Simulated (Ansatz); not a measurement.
**Run report: GaH4ClO, geometry relaxation**

System: GaH4ClO.
Method: RKS B3LYP-D4/def2-mTZVP (Ansatz 0.2.0).

It belongs to a series of runs on one base structure; here: end point A relaxed.

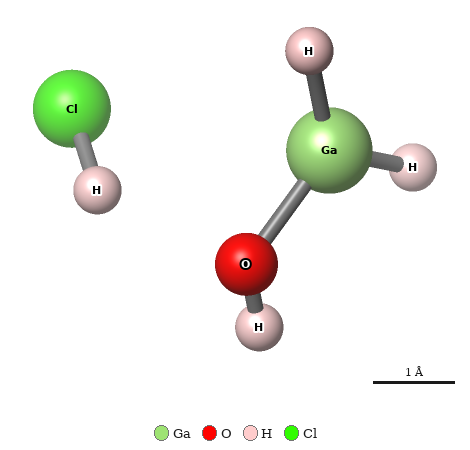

The input geometry (ball-and-stick view, seen at a tilt). Sticks mark near contacts. Bond lengths as drawn: Cl–H 1.34 Å, Ga–H 1.56 to 1.57 Å, Ga–O 1.80 Å and H–O 0.97 Å.

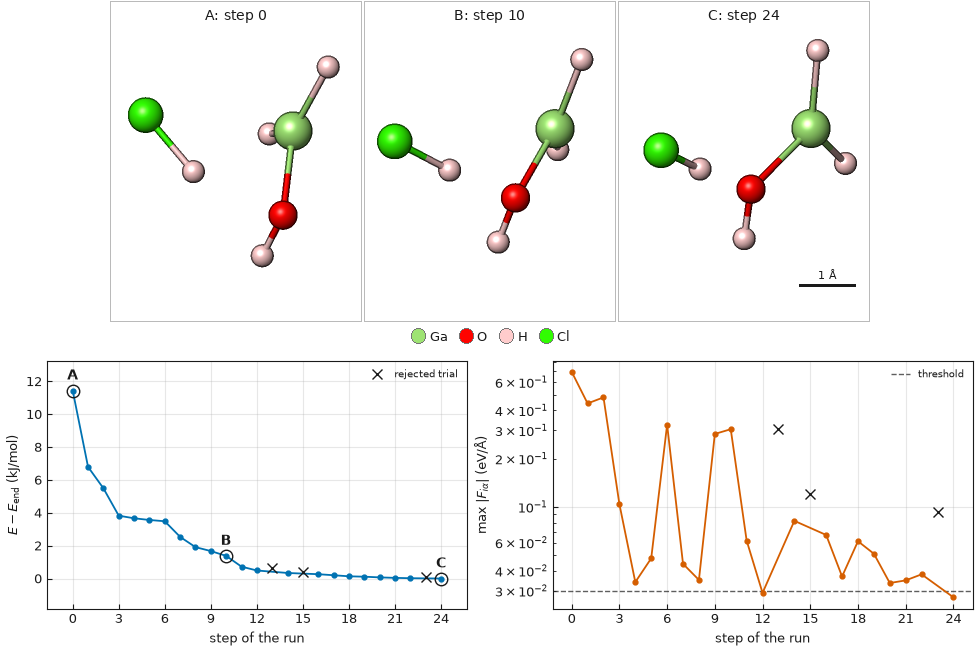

Frames of the relaxation (ball-and-stick view, seen at a tilt) above the curves, on which the letters mark them (the first geometry is step 0 here and step 1 in the log).

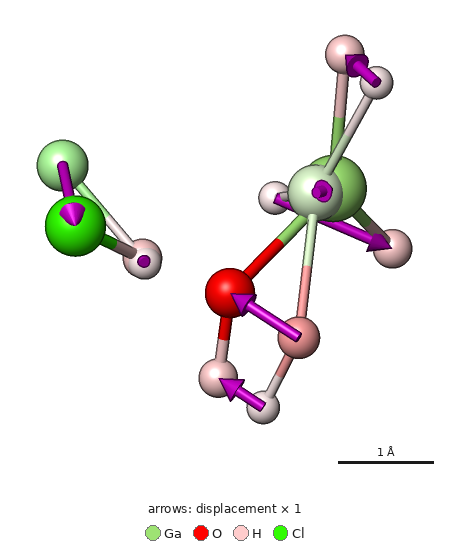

Start (faint) and end (solid) with the displacements as pink arrows, at true length (ball-and-stick view, seen at a tilt). The two geometries are laid on each other by the best rigid fit. H5 moves most after the best rigid fit: 1.35 Å. Largest moves by element: H 1.35 Å, Cl 1.23 Å, O 0.89 Å, Ga 0.30 Å. Distances before and after: Ga1–O2 1.803 → 1.820 Å, Cl6–H7 1.341 → 1.332 Å. Among the angles that change: Ga1–O2–H3 114.1° → 116.6°, H4–Ga1–H5 130.1° → 132.5°. After 24 geometry steps the energy has fallen by 11.4 kJ/mol. The largest force component goes from 0.7 to 0.027 eV/Å. The line search rejected the trial steps at points 13, 15, 23 (counted from 0) and went back. (Atoms are counted from 1 in the order of the input.)

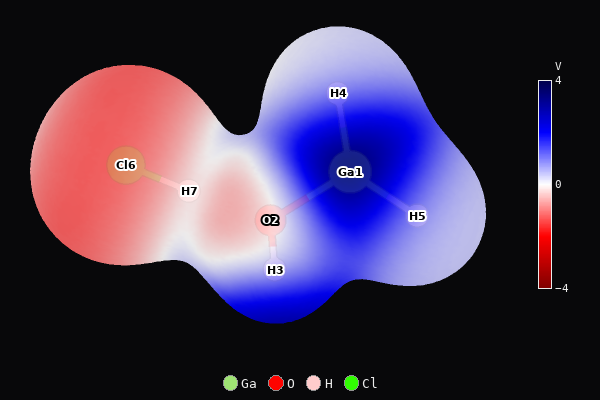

The electrostatic potential painted on the density surface at 0.002 e/bohr³, seen face on; red is negative and blue positive. A positive charge is drawn to the negative regions and a negative charge to the positive ones.

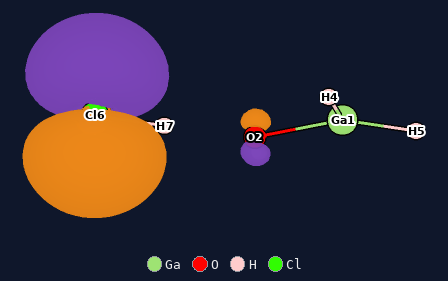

One frontier orbital at ±0.1 Å⁻³ᐟ² (orange and purple are the two phases), seen from the side. The HOMO, at −7.97 eV. By Hirshfeld shares it lies mainly on Cl6 (95 %); it changes sign across the molecular plane (π type).

The input and output of the run follow.

### Input file
```yaml
crystal:
  periodic: [false, false, false]
  atoms:
    - { symbol: Ga, position_ang: [-0.092862, -0.245896, -0.007158] }
    - { symbol: O, position_ang: [-0.091699, -0.263332, 1.795579] }
    - { symbol: H, position_ang: [-0.96185, -0.410882, 2.188977] }
    - { symbol: H, position_ang: [1.323132, -0.042184, -0.619527] }
    - { symbol: H, position_ang: [-1.469507, -0.504438, -0.711101] }
    - { symbol: Cl, position_ang: [0.236167, 2.967046, 1.176035] }
    - { symbol: H, position_ang: [0.32082, 1.892986, 1.974097] }
basis:
  gaussian: { orbitals: def2-mTZVP }
hamiltonian:
  xc: b3lyp
  dispersion: d4
relax:
  f_tol: 0.03
  max_steps: 50
output:
  orbitals: {}
```

Run as:
```bash
ansatz run input.yaml --threads 2 --pin off --max-ram 3072MiB --backend cpu --events-out ev --progress --plain --runs-dir out
```

### Output
```
The last accepted step is kept in [file] (removed where the run ends without a failure and the disk answers)
Engine: ansatz 0.2.0, x86_64-unknown-linux-gnu
Functional definition: B3LYP
  parameter a0 = 0.2
  parameter ax = 0.72
  parameter ac = 0.81
  exchange = (1 - a0 - ax)*slater_x + ax*b88_x + a0*exact_x
  correlation = (1 - ac)*vwn_rpa_c + ac*lyp_c
937 factors; integrals over basis functions are off by at most 6.2e-4 eV
mean field evaluation 1: about -67009.7290 eV, gradient 6.6e1 eV
mean field evaluation 2: about -66967.7657 eV, gradient 1.5e2 eV
mean field evaluation 4: about -67016.2147 eV, gradient 1.0e1 eV
mean field evaluation 8: about -67016.3497 eV, gradient 1.5e-1 eV
mean field -67016.34974651 eV, -2462.8054278710 hartree, gradient 6.9e-5 eV, S^2 0.000000; 0 other end points of the search recorded, 0 dependent functions left out
the calculation of the forces begins
reference -67016.35000755 eV, -2462.8054374637 hartree; 30, 30 occupied and 64, 64 virtual orbitals, 937 factors
relax step   1: F+E_penalty+E_count = -67016.53770634 eV  Δ(F+E_penalty+E_count) = +0.000e0 eV  max|allowed force component| = 6.971e-1 eV/Å  Δτ_max = 0.0000 Å  (25 SCF iters, accepted)
these checks for a lower state are left out or cut short: starts, cluster_reference, orbital_swaps, neighbouring_geometries, increment
937 factors; integrals over basis functions are off by at most 5.5e-4 eV
mean field evaluation 16: about -67016.1813 eV, gradient 8.7e0 eV
mean field -67016.38947788 eV, -2462.8068879719 hartree, gradient 1.6e-5 eV, S^2 0.000000; 0 other end points of the search recorded, 0 dependent functions left out
[... from here on the field's lines of each further geometry are left out, up to the last ...]
relax step   2: F+E_penalty+E_count = -67016.58585113 eV  Δ(F+E_penalty+E_count) = -4.814e-2 eV  max|allowed force component| = 4.425e-1 eV/Å  Δτ_max = 0.1900 Å  (28 SCF iters, accepted)
relax step   3: F+E_penalty+E_count = -67016.59933619 eV  Δ(F+E_penalty+E_count) = -1.349e-2 eV  max|allowed force component| = 4.826e-1 eV/Å  Δτ_max = 0.1726 Å  (28 SCF iters, accepted)
relax step   4: F+E_penalty+E_count = -67016.61661494 eV  Δ(F+E_penalty+E_count) = -1.728e-2 eV  max|allowed force component| = 1.041e-1 eV/Å  Δτ_max = 0.0711 Å  (29 SCF iters, accepted)
relax step   5: F+E_penalty+E_count = -67016.61825648 eV  Δ(F+E_penalty+E_count) = -1.642e-3 eV  max|allowed force component| = 3.400e-2 eV/Å  Δτ_max = 0.0331 Å  (29 SCF iters, accepted)
relax step   6: F+E_penalty+E_count = -67016.61932395 eV  Δ(F+E_penalty+E_count) = -1.067e-3 eV  max|allowed force component| = 4.782e-2 eV/Å  Δτ_max = 0.0434 Å  (29 SCF iters, accepted)
relax step   7: F+E_penalty+E_count = -67016.62012711 eV  Δ(F+E_penalty+E_count) = -8.032e-4 eV  max|allowed force component| = 3.261e-1 eV/Å  Δτ_max = 0.1818 Å  (29 SCF iters, accepted)
relax step   8: F+E_penalty+E_count = -67016.62999868 eV  Δ(F+E_penalty+E_count) = -9.872e-3 eV  max|allowed force component| = 4.419e-2 eV/Å  Δτ_max = 0.1596 Å  (29 SCF iters, accepted)
relax step   9: F+E_penalty+E_count = -67016.63646081 eV  Δ(F+E_penalty+E_count) = -6.462e-3 eV  max|allowed force component| = 3.507e-2 eV/Å  Δτ_max = 0.1430 Å  (29 SCF iters, accepted)
relax step  10: F+E_penalty+E_count = -67016.63892727 eV  Δ(F+E_penalty+E_count) = -2.466e-3 eV  max|allowed force component| = 2.855e-1 eV/Å  Δτ_max = 0.1939 Å  (29 SCF iters, accepted)
relax step  11: F+E_penalty+E_count = -67016.64198014 eV  Δ(F+E_penalty+E_count) = -3.053e-3 eV  max|allowed force component| = 3.055e-1 eV/Å  Δτ_max = 0.0856 Å  (30 SCF iters, accepted)
relax step  12: F+E_penalty+E_count = -67016.64876859 eV  Δ(F+E_penalty+E_count) = -6.788e-3 eV  max|allowed force component| = 6.171e-2 eV/Å  Δτ_max = 0.1041 Å  (29 SCF iters, accepted)
relax step  13: F+E_penalty+E_count = -67016.65118134 eV  Δ(F+E_penalty+E_count) = -2.413e-3 eV  max|allowed force component| = 2.911e-2 eV/Å  Δτ_max = 0.0811 Å  (29 SCF iters, accepted)
relax step  14: F+E_penalty+E_count = -67016.64991265 eV  Δ(F+E_penalty+E_count) = +1.269e-3 eV  max|allowed force component| = 3.086e-1 eV/Å  Δτ_max = 0.1963 Å  (29 SCF iters, rejected (line search))
relax step  15: F+E_penalty+E_count = -67016.65274970 eV  Δ(F+E_penalty+E_count) = -1.568e-3 eV  max|allowed force component| = 8.194e-2 eV/Å  Δτ_max = 0.0944 Å  (29 SCF iters, accepted)
relax step  16: F+E_penalty+E_count = -67016.65228957 eV  Δ(F+E_penalty+E_count) = +4.601e-4 eV  max|allowed force component| = 1.208e-1 eV/Å  Δτ_max = 0.0975 Å  (29 SCF iters, rejected (line search))
relax step  17: F+E_penalty+E_count = -67016.65352455 eV  Δ(F+E_penalty+E_count) = -7.748e-4 eV  max|allowed force component| = 6.690e-2 eV/Å  Δτ_max = 0.0476 Å  (28 SCF iters, accepted)
relax step  18: F+E_penalty+E_count = -67016.65417071 eV  Δ(F+E_penalty+E_count) = -6.462e-4 eV  max|allowed force component| = 3.686e-2 eV/Å  Δτ_max = 0.0478 Å  (28 SCF iters, accepted)
relax step  19: F+E_penalty+E_count = -67016.65485002 eV  Δ(F+E_penalty+E_count) = -6.793e-4 eV  max|allowed force component| = 6.113e-2 eV/Å  Δτ_max = 0.0730 Å  (29 SCF iters, accepted)
relax step  20: F+E_penalty+E_count = -67016.65509755 eV  Δ(F+E_penalty+E_count) = -2.475e-4 eV  max|allowed force component| = 5.109e-2 eV/Å  Δτ_max = 0.0255 Å  (29 SCF iters, accepted)
relax step  21: F+E_penalty+E_count = -67016.65552920 eV  Δ(F+E_penalty+E_count) = -4.317e-4 eV  max|allowed force component| = 3.355e-2 eV/Å  Δτ_max = 0.0415 Å  (28 SCF iters, accepted)
relax step  22: F+E_penalty+E_count = -67016.65583170 eV  Δ(F+E_penalty+E_count) = -3.025e-4 eV  max|allowed force component| = 3.485e-2 eV/Å  Δτ_max = 0.0559 Å  (28 SCF iters, accepted)
relax step  23: F+E_penalty+E_count = -67016.65605845 eV  Δ(F+E_penalty+E_count) = -2.267e-4 eV  max|allowed force component| = 3.801e-2 eV/Å  Δτ_max = 0.0533 Å  (28 SCF iters, accepted)
relax step  24: F+E_penalty+E_count = -67016.65514700 eV  Δ(F+E_penalty+E_count) = +9.115e-4 eV  max|allowed force component| = 9.265e-2 eV/Å  Δτ_max = 0.0723 Å  (28 SCF iters, rejected (line search))
the calculation of the forces begins
reference -67016.49123133 eV, -2462.8106273420 hartree; 30, 30 occupied and 64, 64 virtual orbitals, 937 factors
relax step  25: F+E_penalty+E_count = -67016.65624118 eV  Δ(F+E_penalty+E_count) = -1.827e-4 eV  max|allowed force component| = 2.733e-2 eV/Å  Δτ_max = 0.0308 Å  (29 SCF iters, accepted)
937 factors; integrals over basis functions are off by at most 5.8e-4 eV
mean field evaluation 192: about -67016.4810 eV, gradient 6.9e-2 eV
mean field -67016.49096062 eV, -2462.8106173937 hartree, gradient 2.2e-5 eV, S^2 0.000000; 1 other end points of the search recorded, 0 dependent functions left out
the calculation of the forces begins
reference -67016.49123133 eV, -2462.8106273420 hartree; 30, 30 occupied and 64, 64 virtual orbitals, 937 factors
Total energy: -67016.65651188 eV, -2462.8167012904 hartree
Atom 0 at    -0.138295    -0.478404    -0.189139 Å, force    -0.010199    -0.011057    -0.001190 eV/Å
Atom 1 at    -0.480269     0.444783     1.341361 Å, force    -0.015503    -0.022268    -0.008925 eV/Å
Atom 2 at    -1.209490     0.121841     1.887348 Å, force     0.013759     0.012702    -0.001716 eV/Å
Atom 3 at     1.046732     0.128533    -0.990520 Å, force    -0.008292    -0.004930     0.005164 eV/Å
Atom 4 at    -1.068950    -1.709324    -0.449235 Å, force     0.020900     0.027328     0.006886 eV/Å
Atom 5 at     0.857289     3.004828     2.292537 Å, force     0.000108    -0.000493     0.000318 eV/Å
Atom 6 at     0.257183     1.881045     1.904549 Å, force    -0.000772    -0.001281    -0.000538 eV/Å
Dipole moment:    -0.400110    -0.811870    -0.376470 e Å
```

### Trajectory as extended XYZ (Å, eV, eV/Å), 15 of the 25 frames kept, from step=1 to step=25
```
7
Properties=species:S:1:pos:R:3:forces:R:3 step=1 energy=-67016.53771
Ga   -0.0929   -0.2459   -0.0072   -0.0146   0.0071  -0.4429
O    -0.0917   -0.2633    1.7956    0.0151   0.2156   0.4100
H    -0.9618   -0.4109    2.1890    0.0209  -0.0259   0.0198
H     1.3231   -0.0422   -0.6195    0.0098  -0.0204   0.0101
H    -1.4695   -0.5044   -0.7111    0.0126   0.0145   0.0132
Cl    0.2362    2.9670    1.1760    0.0492  -0.6971   0.5080
H     0.3208    1.8930    1.9741   -0.0930   0.5062  -0.5182
7
Properties=species:S:1:pos:R:3:forces:R:3 step=3 energy=-67016.59934
Ga   -0.0809   -0.1902   -0.0172    0.0844  -0.1424  -0.1938
O    -0.0602   -0.0918    1.8147   -0.1338   0.1202  -0.0100
H    -0.9091   -0.3252    2.2186    0.0702   0.0706   0.0222
H     1.3395   -0.0515   -0.6382   -0.0380   0.0289   0.0236
H    -1.4624   -0.5202   -0.6787    0.0172   0.0412   0.0567
Cl    0.3033    2.9054    1.2863   -0.1174  -0.4826   0.1624
H     0.1340    1.6667    1.8114    0.1174   0.3642  -0.0612
7
Properties=species:S:1:pos:R:3:forces:R:3 step=4 energy=-67016.61662
Ga   -0.0730   -0.2070   -0.0331    0.0310   0.0028  -0.0352
O    -0.0579   -0.0668    1.8020    0.0686   0.0286  -0.0998
H    -0.9112   -0.2546    2.2109   -0.1041  -0.0232   0.0773
H     1.3441   -0.0587   -0.6554   -0.0171  -0.0096   0.0224
H    -1.4617   -0.5263   -0.6801    0.0144   0.0033   0.0366
Cl    0.2562    2.8632    1.2976   -0.0206  -0.0593   0.0508
H     0.1677    1.6434    1.8551    0.0279   0.0574  -0.0521
7
Properties=species:S:1:pos:R:3:forces:R:3 step=6 energy=-67016.61932
Ga   -0.0708   -0.2287   -0.0495   -0.0133  -0.0098   0.0299
O    -0.0577   -0.0553    1.7813   -0.0389  -0.0047  -0.0133
H    -0.9134   -0.2256    2.2008    0.0478   0.0133  -0.0217
H     1.3478   -0.0887   -0.6646    0.0045   0.0025  -0.0014
H    -1.4655   -0.5503   -0.6759    0.0006  -0.0075  -0.0054
Cl    0.2363    2.8967    1.3610    0.0083  -0.0305   0.0236
H     0.1875    1.6452    1.8439   -0.0090   0.0367  -0.0117
7
Properties=species:S:1:pos:R:3:forces:R:3 step=8 energy=-67016.63000
Ga   -0.0860   -0.3356   -0.1036    0.0001  -0.0021   0.0347
O    -0.0805    0.0265    1.6917   -0.0442   0.0132  -0.0389
H    -0.9289   -0.1313    2.1295    0.0248   0.0155   0.0014
H     1.3227   -0.1553   -0.7335   -0.0128   0.0062  -0.0142
H    -1.4652   -0.7809   -0.6890    0.0205  -0.0167  -0.0056
Cl    0.2954    3.0449    1.6560    0.0076  -0.0274   0.0041
H     0.2066    1.7251    1.8458    0.0040   0.0114   0.0186
7
Properties=species:S:1:pos:R:3:forces:R:3 step=10 energy=-67016.63893
Ga   -0.1093   -0.4130   -0.1505   -0.1148   0.0052   0.1889
O    -0.1650    0.1388    1.6034    0.0015  -0.0320  -0.2855
H    -0.9989   -0.0444    2.0574   -0.0014   0.0076   0.0079
H     1.2634   -0.1055   -0.8148   -0.0334   0.0019   0.0108
H    -1.4143   -1.1137   -0.6876    0.1561   0.0780   0.0781
Cl    0.4475    3.1279    1.9072   -0.0245  -0.2139  -0.0035
H     0.2409    1.8032    1.8818    0.0165   0.1532   0.0032
7
Properties=species:S:1:pos:R:3:forces:R:3 step=11 energy=-67016.64198
Ga   -0.1174   -0.4164   -0.1481   -0.0325  -0.1531  -0.2778
O    -0.1918    0.1706    1.5662   -0.0783   0.0910   0.1995
H    -1.0185   -0.0249    2.0284    0.0218   0.0208   0.0278
H     1.2424   -0.0714   -0.8211   -0.0410  -0.0017  -0.0069
H    -1.3874   -1.1910   -0.6626    0.1287   0.0806   0.0585
Cl    0.4961    3.1232    1.9520   -0.0556  -0.3055  -0.0111
H     0.2408    1.8032    1.8821    0.0569   0.2679   0.0100
7
Properties=species:S:1:pos:R:3:forces:R:3 step=13 energy=-67016.65118
Ga   -0.1246   -0.4472   -0.1693    0.0195   0.0241   0.0129
O    -0.2646    0.2497    1.5087   -0.0063   0.0003  -0.0021
H    -1.0682    0.0294    1.9982   -0.0064  -0.0066  -0.0046
H     1.1935   -0.0134   -0.8675   -0.0059  -0.0050  -0.0071
H    -1.3136   -1.3526   -0.6193   -0.0107  -0.0212  -0.0057
Cl    0.5938    3.1027    2.0622   -0.0008  -0.0207  -0.0005
H     0.2481    1.8248    1.8840    0.0105   0.0291   0.0070
7
Properties=species:S:1:pos:R:3:forces:R:3 step=15 energy=-67016.65275
Ga   -0.1276   -0.4583   -0.1751   -0.0172   0.0031   0.0040
O    -0.3021    0.2865    1.4792   -0.0133  -0.0051  -0.0174
H    -1.0969    0.0497    1.9760    0.0088  -0.0046  -0.0113
H     1.1669    0.0120   -0.8955   -0.0121  -0.0060   0.0080
H    -1.2746   -1.4355   -0.5968    0.0276   0.0150   0.0160
Cl    0.6477    3.0984    2.1159   -0.0232  -0.0819  -0.0116
H     0.2508    1.8405    1.8932    0.0294   0.0796   0.0124
7
Properties=species:S:1:pos:R:3:forces:R:3 step=16 energy=-67016.65229 accepted=F
Ga   -0.1412   -0.4553   -0.1899    0.0013  -0.0951   0.0798
O    -0.3406    0.3256    1.4469   -0.0511  -0.0248  -0.0535
H    -1.1205    0.0651    1.9565    0.0362   0.0141  -0.0277
H     1.1445    0.0318   -0.9150   -0.0349   0.0226  -0.0130
H    -1.2315   -1.5184   -0.5688    0.0481   0.0935   0.0167
Cl    0.6991    3.0893    2.1674   -0.0415  -0.1208  -0.0247
H     0.2545    1.8551    1.8999    0.0420   0.1106   0.0224
7
Properties=species:S:1:pos:R:3:forces:R:3 step=18 energy=-67016.65417
Ga   -0.1360   -0.4611   -0.1841    0.0197  -0.0261   0.0249
O    -0.3445    0.3262    1.4448   -0.0369  -0.0147  -0.0039
H    -1.1239    0.0619    1.9523    0.0228   0.0140  -0.0112
H     1.1401    0.0377   -0.9156   -0.0091   0.0112  -0.0108
H    -1.2287   -1.5123   -0.5641    0.0011   0.0146  -0.0010
Cl    0.7005    3.0853    2.1644   -0.0041  -0.0233  -0.0026
H     0.2567    1.8555    1.8992    0.0066   0.0244   0.0046
7
Properties=species:S:1:pos:R:3:forces:R:3 step=20 energy=-67016.65510
Ga   -0.1362   -0.4727   -0.1867   -0.0188  -0.0151   0.0193
O    -0.3901    0.3669    1.4099   -0.0511  -0.0418  -0.0141
H    -1.1562    0.0798    1.9261    0.0459   0.0283  -0.0157
H     1.1078    0.0702   -0.9431   -0.0091  -0.0027  -0.0016
H    -1.1793   -1.5897   -0.5293    0.0363   0.0402   0.0132
Cl    0.7588    3.0680    2.2154   -0.0158  -0.0449  -0.0103
H     0.2594    1.8708    1.9046    0.0126   0.0360   0.0091
7
Properties=species:S:1:pos:R:3:forces:R:3 step=22 energy=-67016.65583
Ga   -0.1364   -0.4761   -0.1881   -0.0189  -0.0165   0.0029
O    -0.4390    0.4083    1.3743    0.0043  -0.0153  -0.0344
H    -1.1859    0.0998    1.9038   -0.0016   0.0087   0.0137
H     1.0760    0.1007   -0.9712   -0.0131  -0.0036   0.0107
H    -1.1218   -1.6558   -0.4868    0.0313   0.0348   0.0091
Cl    0.8145    3.0376    2.2579   -0.0145  -0.0305  -0.0082
H     0.2567    1.8789    1.9070    0.0124   0.0223   0.0062
7
Properties=species:S:1:pos:R:3:forces:R:3 step=23 energy=-67016.65606
Ga   -0.1366   -0.4788   -0.1879   -0.0239  -0.0145  -0.0121
O    -0.4661    0.4322    1.3528   -0.0042  -0.0213  -0.0174
H    -1.2010    0.1127    1.8927    0.0042   0.0120   0.0082
H     1.0572    0.1194   -0.9836   -0.0108  -0.0092   0.0104
H    -1.0892   -1.6910   -0.4635    0.0362   0.0380   0.0121
Cl    0.8431    3.0175    2.2803   -0.0075  -0.0149  -0.0039
H     0.2568    1.8813    1.9060    0.0061   0.0099   0.0026
7
Properties=species:S:1:pos:R:3:forces:R:3 step=25 energy=-67016.65624
Ga   -0.1383   -0.4784   -0.1891   -0.0102  -0.0111  -0.0012
O    -0.4803    0.4448    1.3414   -0.0155  -0.0223  -0.0089
H    -1.2095    0.1218    1.8873    0.0138   0.0127  -0.0017
H     1.0467    0.1285   -0.9905   -0.0083  -0.0049   0.0052
H    -1.0690   -1.7093   -0.4492    0.0209   0.0273   0.0069
Cl    0.8573    3.0048    2.2925    0.0001  -0.0005   0.0003
H     0.2572    1.8810    1.9045   -0.0008  -0.0013  -0.0005
```

### Summary

- outcome: converged
- total energy: −67016.6565 eV
- mean-field energy: −67016.4912 eV
- largest force (length of the vector) at the end: 0.035 eV/Å
- hardware: 2 threads of Intel Xeon (Granite Rapids), 32 GiB of memory available, shared host
- wall time: 27 s (CPU time 51 s)
- peak memory: 0.2 GiB
